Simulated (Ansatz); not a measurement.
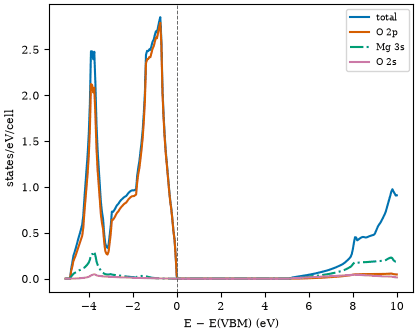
Figure: Total and projected density of states of MgO (rock salt, Fm-3m), LDA in the plane-wave PAW code Ansatz

**Question.** Which orbitals carry the states next to the gap?

**Answer.** Top 1 eV of the valence band: O 2p 98 %. Bottom 1 eV of the conduction band: Mg 3s 53 %, O 2s 37 %, O 2p 8 %. Projections are on Löwdin-orthogonalised atomic valence shells; empty p or d shells of many metals are not among them.

**Question.** Where is the tallest occupied peak in this window, and what makes it?

**Answer.** Near -0.8 eV, about 2.9 states/eV per cell; the largest projected share is O 2p.

Symmetry was held in the LDA relaxation; phonons on a q-mesh show no instability.

Potentials: the later of the program's two PAW sets.
